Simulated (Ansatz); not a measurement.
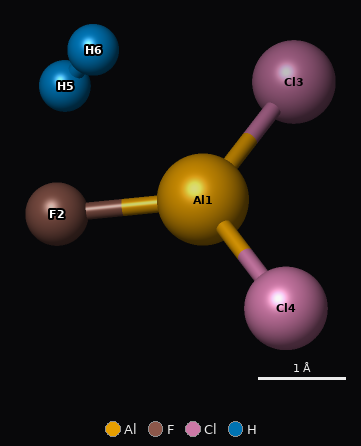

Fig. 1: The starting structure (ball-and-stick view, seen at a tilt; atoms are numbered from 1 in the order of the input). Sticks mark near contacts. Bond lengths as drawn: Al–Cl 2.06 Å, Al–F 1.72 Å and H–H 0.70 Å.

## Geometry relaxation, with input and output: AlH2Cl2F

The run: geometry relaxation of AlH2Cl2F. Method and program: UKS r2SCANh/def2-SVP (Ansatz 0.2.0).

It belongs to a series of runs on one base structure; here: end point A relaxed. Figures and captions count atoms from 1; the log counts them from 0 in places.

The input
```yaml
crystal:
  periodic: [false, false, false]
  atoms:
    - { symbol: Al, position_ang: [-0.168234, -0.761015, 0.298379] }
    - { symbol: F, position_ang: [-1.612571, 0.152804, 0.110677] }
    - { symbol: Cl, position_ang: [0.469809, -1.97535, -1.244782] }
    - { symbol: Cl, position_ang: [0.817777, -0.73584, 2.112352] }
    - { symbol: H, position_ang: [-0.082554, 1.55867, -0.56654] }
    - { symbol: H, position_ang: [0.575773, 1.760731, -0.709987] }
magnetization:
  spin_polarized: true
basis:
  gaussian: { orbitals: def2-SVP }
hamiltonian:
  xc: r2scanh
relax:
  f_tol: 0.03
  max_steps: 50
output:
  orbitals: {}
```

Machine: 2 threads of Intel Xeon (Sapphire Rapids), 16 GiB of memory available, shared host.

Run as:
```bash
ansatz run input.yaml --threads 2 --pin off --max-ram 3072MiB --backend cpu --events-out ev --progress --plain --runs-dir out
```

Output
```
The last accepted step is kept in [file] (removed where the run ends without a failure and the disk answers)
Engine: ansatz 0.2.0, x86_64-unknown-linux-gnu
Functional definition: r2SCANh
  parameter a = 0.1
  parameter k0 = 0.174
  parameter k1 = 0.065
  parameter a1 = 4.9479
  exchange = (1 - a)*r2scan_x(k0 = k0, k1 = k1, a1 = a1) + a*exact_x
  correlation = r2scan_c
754 factors; integrals over basis functions are off by at most 3.1e-4 eV
mean field evaluation 1: about -34378.7790 eV, gradient 2.5e1 eV
mean field evaluation 2: about -34373.8521 eV, gradient 4.7e1 eV
mean field evaluation 4: about -34380.9736 eV, gradient 1.2e0 eV
mean field evaluation 8: about -34380.9839 eV, gradient 3.1e-3 eV
mean field -34380.98390579 eV, -1263.4778542697 hartree, gradient 1.6e-5 eV, S^2 0.000000; 0 other end points of the search recorded, 0 dependent functions left out
the calculation of the forces begins
reference -34380.98391668 eV, -1263.4778546701 hartree; 29, 29 occupied and 49, 49 virtual orbitals, 754 factors
relax step   1: F+E_penalty+E_count = -34380.98390579 eV  Δ(F+E_penalty+E_count) = +0.000e0 eV  max|allowed force component| = 2.310e0 eV/Å  Δτ_max = 0.0000 Å  (25 SCF iters, accepted)
these checks for a lower state are left out or cut short: starts, cluster_reference, orbital_swaps, neighbouring_geometries, increment
754 factors; integrals over basis functions are off by at most 4.1e-4 eV
mean field evaluation 16: about -34381.0847 eV, gradient 1.8e-1 eV
mean field -34381.08675480 eV, -1263.4816339013 hartree, gradient 1.7e-5 eV, S^2 0.000000; 0 other end points of the search recorded, 0 dependent functions left out
the calculation of the forces begins
reference -34381.08676568 eV, -1263.4816343011 hartree; 29, 29 occupied and 49, 49 virtual orbitals, 754 factors
relax step   2: F+E_penalty+E_count = -34381.08675480 eV  Δ(F+E_penalty+E_count) = -1.028e-1 eV  max|allowed force component| = 1.469e0 eV/Å  Δτ_max = 0.1984 Å  (29 SCF iters, accepted)
these checks for a lower state are left out or cut short: starts, cluster_reference, orbital_swaps, neighbouring_geometries, increment
754 factors; integrals over basis functions are off by at most 5.3e-4 eV
mean field -34381.16720129 eV, -1263.4845902552 hartree, gradient 8.8e-6 eV, S^2 0.000000; 0 other end points of the search recorded, 0 dependent functions left out
the calculation of the forces begins
reference -34381.16721217 eV, -1263.4845906551 hartree; 29, 29 occupied and 49, 49 virtual orbitals, 754 factors
relax step   3: F+E_penalty+E_count = -34381.16720129 eV  Δ(F+E_penalty+E_count) = -8.045e-2 eV  max|allowed force component| = 1.218e0 eV/Å  Δτ_max = 0.1943 Å  (29 SCF iters, accepted)
these checks for a lower state are left out or cut short: starts, cluster_reference, orbital_swaps, neighbouring_geometries, increment
754 factors; integrals over basis functions are off by at most 5.7e-4 eV
mean field evaluation 32: about -34381.1889 eV, gradient 2.0e-5 eV
mean field -34381.18894361 eV, -1263.4853892707 hartree, gradient 1.0e-5 eV, S^2 0.000000; 0 other end points of the search recorded, 0 dependent functions left out
the calculation of the forces begins
reference -34381.18895448 eV, -1263.4853896702 hartree; 29, 29 occupied and 49, 49 virtual orbitals, 754 factors
relax step   4: F+E_penalty+E_count = -34381.18894361 eV  Δ(F+E_penalty+E_count) = -2.174e-2 eV  max|allowed force component| = 1.040e0 eV/Å  Δτ_max = 0.1951 Å  (30 SCF iters, accepted)
these checks for a lower state are left out or cut short: starts, cluster_reference, orbital_swaps, neighbouring_geometries, increment
754 factors; integrals over basis functions are off by at most 5.4e-4 eV
mean field -34381.20974884 eV, -1263.4861538489 hartree, gradient 2.5e-5 eV, S^2 0.000000; 0 other end points of the search recorded, 0 dependent functions left out
the calculation of the forces begins
reference -34381.20975976 eV, -1263.4861542501 hartree; 29, 29 occupied and 49, 49 virtual orbitals, 754 factors
relax step   5: F+E_penalty+E_count = -34381.20974884 eV  Δ(F+E_penalty+E_count) = -2.081e-2 eV  max|allowed force component| = 8.721e-1 eV/Å  Δτ_max = 0.0603 Å  (29 SCF iters, accepted)
these checks for a lower state are left out or cut short: starts, cluster_reference, orbital_swaps, neighbouring_geometries, increment
754 factors; integrals over basis functions are off by at most 4.9e-4 eV
mean field -34381.21498114 eV, -1263.4863461325 hartree, gradient 1.1e-5 eV, S^2 0.000000; 0 other end points of the search recorded, 0 dependent functions left out
the calculation of the forces begins
reference -34381.21499199 eV, -1263.4863465311 hartree; 29, 29 occupied and 49, 49 virtual orbitals, 754 factors
relax step   6: F+E_penalty+E_count = -34381.21498114 eV  Δ(F+E_penalty+E_count) = -5.232e-3 eV  max|allowed force component| = 2.195e-1 eV/Å  Δτ_max = 0.0685 Å  (29 SCF iters, accepted)
these checks for a lower state are left out or cut short: starts, cluster_reference, orbital_swaps, neighbouring_geometries, increment
754 factors; integrals over basis functions are off by at most 5.0e-4 eV
mean field -34381.22677259 eV, -1263.4867794601 hartree, gradient 2.6e-5 eV, S^2 0.000000; 0 other end points of the search recorded, 0 dependent functions left out
the calculation of the forces begins
reference -34381.22678349 eV, -1263.4867798606 hartree; 29, 29 occupied and 49, 49 virtual orbitals, 754 factors
relax step   7: F+E_penalty+E_count = -34381.22677259 eV  Δ(F+E_penalty+E_count) = -1.179e-2 eV  max|allowed force component| = 1.628e-1 eV/Å  Δτ_max = 0.0568 Å  (27 SCF iters, accepted)
these checks for a lower state are left out or cut short: starts, cluster_reference, orbital_swaps, neighbouring_geometries, increment
754 factors; integrals over basis functions are off by at most 5.1e-4 eV
mean field -34381.22751087 eV, -1263.4868065913 hartree, gradient 1.1e-5 eV, S^2 0.000000; 0 other end points of the search recorded, 0 dependent functions left out
the calculation of the forces begins
reference -34381.22752177 eV, -1263.4868069921 hartree; 29, 29 occupied and 49, 49 virtual orbitals, 754 factors
relax step   8: F+E_penalty+E_count = -34381.22751087 eV  Δ(F+E_penalty+E_count) = -7.383e-4 eV  max|allowed force component| = 7.833e-2 eV/Å  Δτ_max = 0.0120 Å  (24 SCF iters, accepted)
these checks for a lower state are left out or cut short: starts, cluster_reference, orbital_swaps, neighbouring_geometries, increment
754 factors; integrals over basis functions are off by at most 5.1e-4 eV
mean field evaluation 64: about -34381.2276 eV, gradient 1.5e-1 eV
mean field -34381.22765121 eV, -1263.4868117489 hartree, gradient 1.5e-5 eV, S^2 0.000000; 0 other end points of the search recorded, 0 dependent functions left out
the calculation of the forces begins
reference -34381.22766212 eV, -1263.4868121498 hartree; 29, 29 occupied and 49, 49 virtual orbitals, 754 factors
relax step   9: F+E_penalty+E_count = -34381.22765121 eV  Δ(F+E_penalty+E_count) = -1.403e-4 eV  max|allowed force component| = 6.427e-3 eV/Å  Δτ_max = 0.0041 Å  (23 SCF iters, accepted)
```

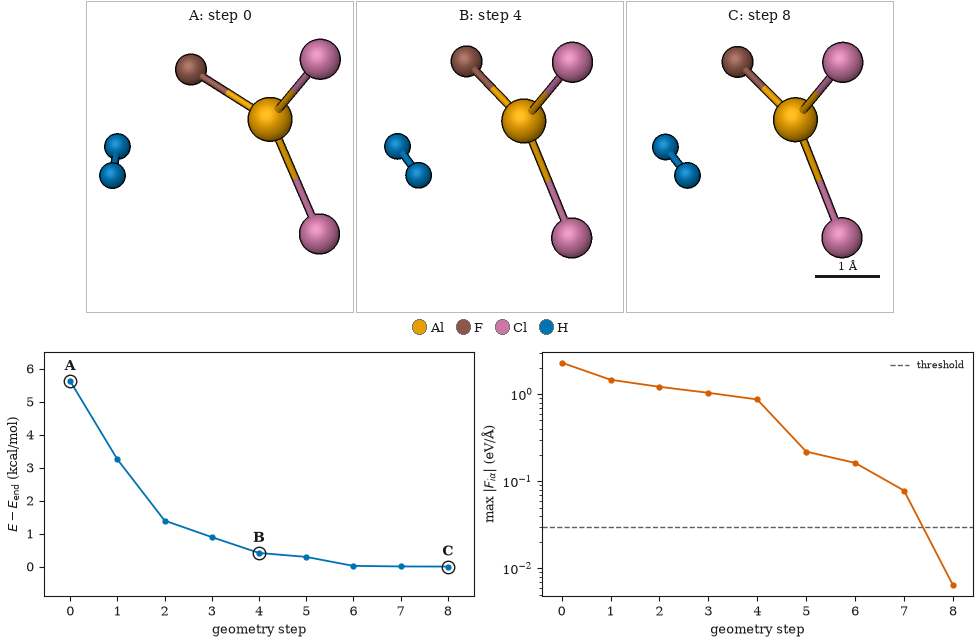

Fig. 2: Frames of the relaxation (ball-and-stick view, seen at a tilt) above the curves, on which the letters mark them (the first geometry is step 0 here and step 1 in the log).

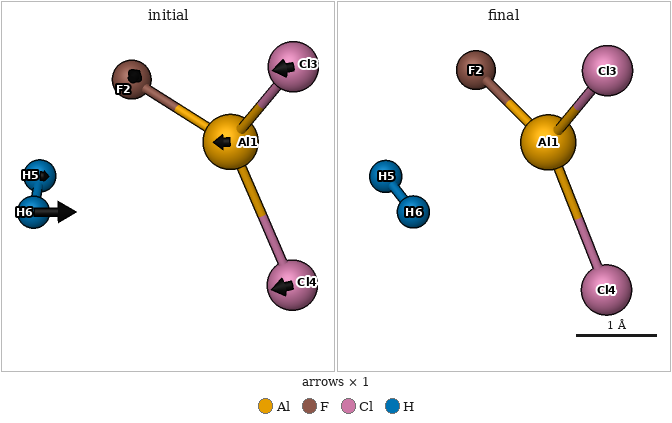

Fig. 3: Before (left) and after (right) the relaxation, at one scale (ball-and-stick view, seen at a tilt). The black arrows give the displacements, at true length. Over 8 geometry steps the energy falls by 5.62 kcal/mol. The largest force component goes from 2.3 to 0.0064 eV/Å. The largest move after the best rigid fit is that of H6, 0.55 Å. Largest moves by element: H 0.55 Å, Cl 0.29 Å, Al 0.23 Å, F 0.21 Å. Distances before and after: Al1–F2 1.719 → 1.656 Å, H5–H6 0.703 → 0.765 Å, Al1–Cl3 2.065 → 2.080 Å. (Atoms are counted from 1 in the order of the input.)

```
754 factors; integrals over basis functions are off by at most 5.1e-4 eV
mean field -34381.22765121 eV, -1263.4868117489 hartree, gradient 1.5e-5 eV, S^2 0.000000; 1 other end points of the search recorded, 0 dependent functions left out
the calculation of the forces begins
reference -34381.22766212 eV, -1263.4868121498 hartree; 29, 29 occupied and 49, 49 virtual orbitals, 754 factors
Total energy: -34381.22766212 eV, -1263.4868121498 hartree
Atom 0 at    -0.211643    -0.549151     0.224711 Å, force     0.002351    -0.001680     0.000381 eV/Å
Atom 1 at    -1.765827     0.021318     0.175201 Å, force    -0.003983     0.002968    -0.000692 eV/Å
Atom 2 at     0.489765    -1.709834    -1.352776 Å, force     0.001255    -0.001444    -0.001962 eV/Å
Atom 3 at     0.839124    -0.465362     2.018167 Å, force     0.001695     0.000077     0.002162 eV/Å
Atom 4 at    -0.046350     1.445921    -0.528918 Å, force     0.005109    -0.000636    -0.000305 eV/Å
Atom 5 at     0.694931     1.257108    -0.536286 Å, force    -0.006427     0.000714     0.000415 eV/Å
Dipole moment:     0.144363     0.308145    -0.128742 e Å
```

Trajectory as extended XYZ (Å, eV, eV/Å), 9 frames, from step=1 to step=9
```
6
Properties=species:S:1:pos:R:3:forces:R:3 step=1 energy=-34380.98391
Al   -0.1682   -0.7610    0.2984   -1.5031   1.0714  -0.2386
F    -1.6126    0.1528    0.1107    1.3573  -1.0418   0.2441
Cl    0.4698   -1.9753   -1.2448    0.0172  -0.0565  -0.1267
Cl    0.8178   -0.7358    2.1124    0.0429   0.0373   0.1263
H    -0.0826    1.5587   -0.5665   -2.2243  -0.5901   0.4503
H     0.5758    1.7607   -0.7100    2.3100   0.5798  -0.4554
6
Properties=species:S:1:pos:R:3:forces:R:3 step=2 energy=-34381.08675
Al   -0.1613   -0.6820    0.2685   -1.4689   0.5772  -0.0607
F    -1.7088    0.0301    0.1661    1.3360  -0.5357   0.0591
Cl    0.4635   -1.9134   -1.2767    0.0663   0.0689  -0.0712
Cl    0.8133   -0.6677    2.0973    0.0735   0.0939  -0.0033
H    -0.1011    1.6249   -0.5895    1.1605  -0.1081  -0.0802
H     0.6944    1.6080   -0.6656   -1.1673  -0.0962   0.1564
6
Properties=species:S:1:pos:R:3:forces:R:3 step=3 energy=-34381.16720
Al   -0.1693   -0.5933    0.2366   -1.2180   0.5119  -0.0627
F    -1.7378    0.0626    0.1570    1.1406  -0.4602   0.0517
Cl    0.4782   -1.8001   -1.3206    0.0503   0.0129  -0.0647
Cl    0.8280   -0.5540    2.0544    0.0602   0.0480   0.0307
H    -0.0853    1.4428   -0.5236    0.3720   0.0762  -0.0670
H     0.6863    1.4420   -0.6037   -0.4050  -0.1888   0.1119
6
Properties=species:S:1:pos:R:3:forces:R:3 step=4 energy=-34381.18894
Al   -0.1684   -0.5446    0.2185   -1.0397   0.3887  -0.0357
F    -1.7443    0.0742    0.1534    0.8933  -0.3918   0.0520
Cl    0.4938   -1.7403   -1.3463    0.0331  -0.0001  -0.0259
Cl    0.8440   -0.4930    2.0322    0.0372   0.0144   0.0135
H    -0.0994    1.4441   -0.5228    0.9093  -0.2556  -0.0001
H     0.6744    1.2597   -0.5350   -0.8331   0.2445  -0.0037
6
Properties=species:S:1:pos:R:3:forces:R:3 step=5 energy=-34381.20975
Al   -0.1881   -0.5205    0.2117   -0.8721   0.1254   0.0441
F    -1.7820    0.0314    0.1732    0.8257  -0.2300  -0.0007
Cl    0.4899   -1.7057   -1.3573    0.0258   0.0118  -0.0175
Cl    0.8398   -0.4592    2.0188    0.0278   0.0185   0.0008
H    -0.0546    1.4129   -0.5159    0.0936   0.0388  -0.0241
H     0.6950    1.2411   -0.5304   -0.1008   0.0355  -0.0026
6
Properties=species:S:1:pos:R:3:forces:R:3 step=6 energy=-34381.21498
Al   -0.2371   -0.5635    0.2327   -0.0181   0.2195  -0.0791
F    -1.7852    0.0355    0.1719    0.1027  -0.1303   0.0377
Cl    0.5018   -1.6610   -1.3709   -0.0358  -0.1127   0.0026
Cl    0.8510   -0.4172    1.9980   -0.0283  -0.0852   0.0768
H    -0.0367    1.3953   -0.5111    0.0450   0.0804  -0.0344
H     0.7063    1.2110   -0.5205   -0.0655   0.0283  -0.0036
6
Properties=species:S:1:pos:R:3:forces:R:3 step=7 energy=-34381.22677
Al   -0.2167   -0.5568    0.2281   -0.1185   0.0765  -0.0159
F    -1.7764    0.0136    0.1791    0.1628  -0.0527   0.0027
Cl    0.4896   -1.7073   -1.3557   -0.0087   0.0020   0.0172
Cl    0.8393   -0.4615    2.0187   -0.0119  -0.0090  -0.0126
H    -0.0388    1.4486   -0.5306   -0.0079   0.0017   0.0002
H     0.7030    1.2635   -0.5395   -0.0157  -0.0185   0.0085
6
Properties=species:S:1:pos:R:3:forces:R:3 step=8 energy=-34381.22751
Al   -0.2121   -0.5505    0.2252   -0.0683   0.0296  -0.0039
F    -1.7693    0.0194    0.1762    0.0783  -0.0260   0.0015
Cl    0.4898   -1.7082   -1.3549   -0.0022   0.0028   0.0100
Cl    0.8395   -0.4627    2.0187   -0.0042  -0.0042  -0.0088
H    -0.0439    1.4474   -0.5297   -0.0085  -0.0034   0.0021
H     0.6960    1.2545   -0.5355    0.0048   0.0011  -0.0009
6
Properties=species:S:1:pos:R:3:forces:R:3 step=9 energy=-34381.22765
Al   -0.2116   -0.5492    0.2247    0.0024  -0.0017   0.0004
F    -1.7658    0.0213    0.1752   -0.0040   0.0030  -0.0007
Cl    0.4898   -1.7098   -1.3528    0.0013  -0.0014  -0.0020
Cl    0.8391   -0.4654    2.0182    0.0017   0.0001   0.0022
H    -0.0464    1.4459   -0.5289    0.0051  -0.0006  -0.0003
H     0.6949    1.2571   -0.5363   -0.0064   0.0007   0.0004
```

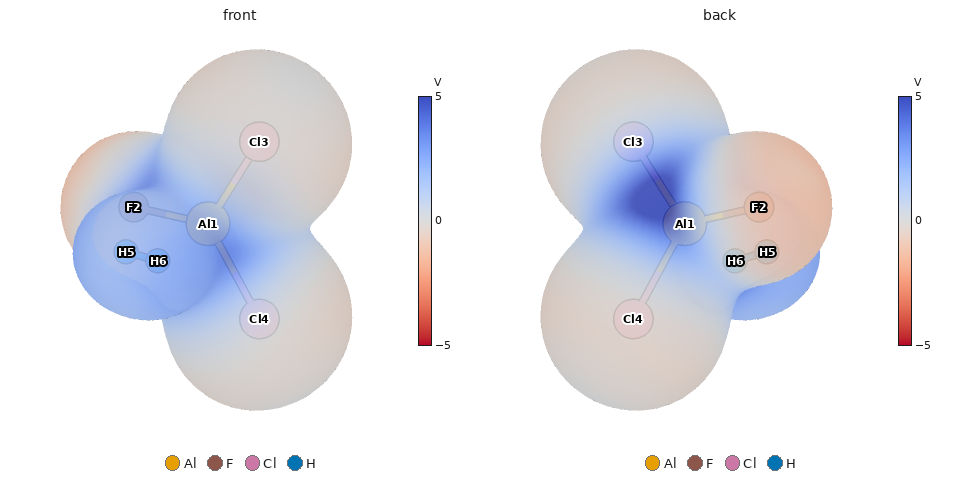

Fig. 4: The molecular electrostatic potential painted on the density surface at 0.004 e/bohr³, seen at a tilt and from behind; red is negative and blue positive.

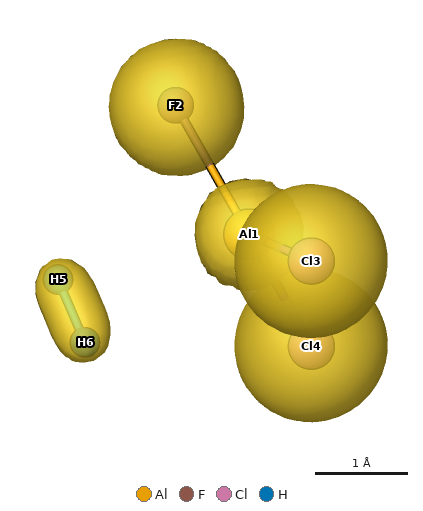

Fig. 5: Isosurface of the electron density at 1 e/Å³ (yellow), seen from the side. At this value the surface falls into five separate pieces. It is pinched off along the Al···H (2.14 Å), Al–F (1.66 Å) and Al–Cl (2.08 Å) contacts. On the grid the lowest density along these lines, outside the cores, is 0.14 e/Å³ (Al···H, 2.14 Å), 0.67 e/Å³ (Al–F, 1.66 Å), 0.53 e/Å³ (Al–Cl, 2.08 Å) and 1.7 e/Å³ (H–H, 0.76 Å).

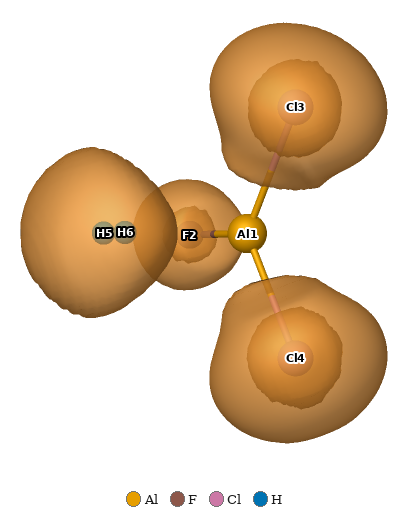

Fig. 6: Isosurface of the electron localisation function at 0.75 (orange), seen face on. Only the valence region is drawn (cores and ρ < 0.01 e/Å³ removed). Along the contacts the grid gives the following. Al–F (1.66 Å): the ELF peaks at about 0.85 in the valence shell of F, 0.6 Å from its nucleus, and is about 0.25 at the midpoint.

Summary

```json
{"quantity": "outcome", "value": "converged"}
{"quantity": "total energy", "value": "−34381.2277 eV"}
{"quantity": "mean-field energy", "value": "−34381.2277 eV"}
{"quantity": "largest force (length of the vector) at the end", "value": "0.006 eV/Å"}
{"quantity": "wall time", "value": "33 s (CPU time 63 s)"}
{"quantity": "peak memory", "value": "0.29 GiB"}
```
